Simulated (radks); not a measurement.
# Co inside a hard spherical wall

What does compression do to the levels of Co? A hard sphere of shrinking radius stands in for pressure; the configuration is held at [Ar] 3d7 4s2.

Program: radks (a radial shooting solver on a logarithmic mesh, Libxc functionals) version 1. Level of theory: non-relativistic Kohn-Sham, LDA (Slater exchange, VWN5 correlation), spin-unpolarised, spherical densities, point nucleus. These are calculated values, not measurements, unless marked.

## (1) Starting point

```
element       : cobalt (Z = 27)
charge        : 0
electrons     : 27
configuration : [Ar] 3d7 4s2
```

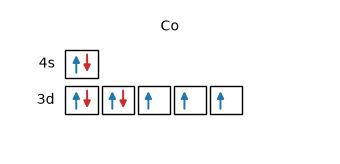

Occupation of the outer shells (arrows by Hund's rule).

## (2) The free atom

Input:

```text
Z 27
configuration [Ar] 3d7 4s2 4p0 5s0 4d0
relativity non-relativistic
functional lda,vwn5
spin unpolarised
nucleus point
```

Run with:

```bash
> python run_ks.py task.json out
```

All runs below come from this command, one after another.

## (3) Wall at 15 bohr

Changes since step 2:

```diff
@@ -6 +6,2 @@
 nucleus point
+wall 15 bohr
```

## (4) Wall at 8 bohr

Changes since step 3:

```diff
@@ -6,2 +6,2 @@
 nucleus point
-wall 15 bohr
+wall 8 bohr
```

## (5) Wall at 4 bohr

Changes since step 4:

```diff
@@ -6,2 +6,2 @@
 nucleus point
-wall 8 bohr
+wall 4 bohr
```

## (6) Wall at 3 bohr

Changes since step 5:

```diff
@@ -6,2 +6,2 @@
 nucleus point
-wall 4 bohr
+wall 3 bohr
```

## (7) Wall at 2 bohr

Changes since step 6:

```diff
@@ -6,2 +6,2 @@
 nucleus point
-wall 3 bohr
+wall 2 bohr
```

## (8) Wall at 1.5 bohr

Changes since step 7:

```diff
@@ -6,2 +6,2 @@
 nucleus point
-wall 2 bohr
+wall 1.5 bohr
```

Q: Predict the outcome of this session. Wanted: for each run, R; E − E(free); ε(4s); ε(4p, empty); ε(5s, empty); ε(4d, empty); pressure.

As calculated:

```
R (bohr)  E − E(free) (eV)  ε(4s) (eV)  ε(4p, empty) (eV)  ε(5s, empty) (eV)  ε(4d, empty) (eV)  pressure (GPa)
    free             0.000      -5.565             -1.416             -0.027                  -               0
      15             0.000      -5.565             -1.413              0.323              1.289        < 0.0001
       8             0.065      -5.432             -1.016              3.762              3.938           0.106
       4             8.533       0.895              8.261             39.148             21.931            60.6
       3            35.297      14.931             25.633             92.895             46.335             523
       2            212.33      86.020             103.77             295.41             132.29            9739
     1.5            702.23      239.97             258.78             649.42             277.23           72147
```

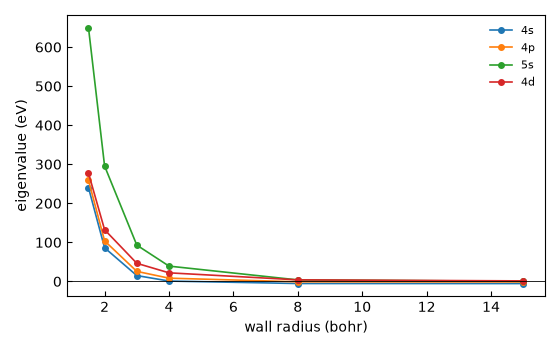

Outer levels against the radius of the wall.

What this shows: At the tightest wall, 1.5 bohr, the energy stands 702.23 eV above the free atom and the pressure, −dE/dV, is 72147 GPa. Of the levels in the table that exist at both ends, 5s (empty) rises most from the free atom (649.45 eV). From R = 4 bohr inwards the highest occupied level lies above zero, pushed up by confinement. Shells are not refilled when levels cross, and a hard wall is a model, not a crystal.
